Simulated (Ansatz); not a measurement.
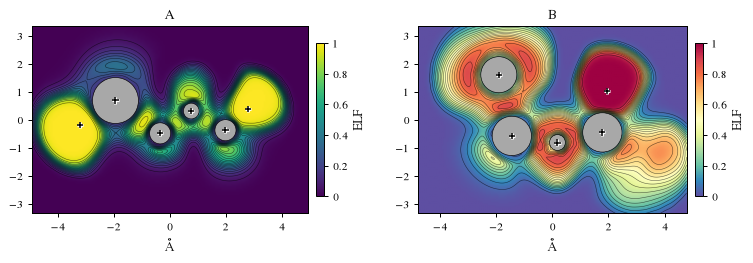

The electron localisation function of 2 systems, each on a plane through atoms (crosses mark nuclei in the plane; grey discs cover the cores).

The calculation used RKS PBE0/def2-SVP (Ansatz).

System 1: BrH5OSSi2, the plane of atoms O3, Si4 and Br5. 

```yaml
atoms:
  - { symbol: S, position_ang: [-0.9857, -2.5902, -1.0585] }
  - { symbol: Si, position_ang: [-0.6004, -1.1564, 0.4748] }
  - { symbol: O, position_ang: [0.4609, 0.0154, -0.0293] }
  - { symbol: Si, position_ang: [1.1748, 1.4918, -0.0761] }
  - { symbol: Br, position_ang: [-0.2244, 3.0499, 0.6852] }
  - { symbol: H, position_ang: [-1.7768, -1.7705, -1.7855] }
  - { symbol: H, position_ang: [0.0187, -1.9397, 1.5766] }
  - { symbol: H, position_ang: [-1.8640, -0.4929, 0.8974] }
  - { symbol: H, position_ang: [2.3747, 1.5069, 0.8000] }
  - { symbol: H, position_ang: [1.5053, 1.8347, -1.4816] }
```

System 2: C2H7FGeO, the plane of atoms O2, C3 and Ge5. 

```yaml
atoms:
  - { symbol: C, position_ang: [-1.7802, 0.0673, 0.9808] }
  - { symbol: O, position_ang: [-0.6872, 0.5071, 0.2082] }
  - { symbol: C, position_ang: [0.2462, -0.4513, -0.0686] }
  - { symbol: F, position_ang: [-0.2753, -1.4147, -0.9184] }
  - { symbol: Ge, position_ang: [1.7747, 0.4245, -0.9749] }
  - { symbol: H, position_ang: [-1.4408, -0.3580, 1.9441] }
  - { symbol: H, position_ang: [-2.3706, -0.6936, 0.4450] }
  - { symbol: H, position_ang: [-2.4141, 0.9411, 1.1799] }
  - { symbol: H, position_ang: [0.5486, -0.9962, 0.8509] }
  - { symbol: H, position_ang: [2.4169, 1.4453, -0.0203] }
  - { symbol: H, position_ang: [2.8059, -0.6514, -1.3561] }
  - { symbol: H, position_ang: [1.2526, 1.1248, -2.2366] }
```

### Match each panel to its system.

Panel A is system 2, C2H7FGeO: the plane holds C, O, Ge and H. C–O (1.37 Å): the ELF peaks at about 0.90 between the atoms: a shared but strongly polarised pair. Panel B is system 1, BrH5OSSi2: the plane holds Si, O, Br and H. Si–O (1.64 Å): the ELF peaks at about 0.85 between the atoms; a polar covalent bond.
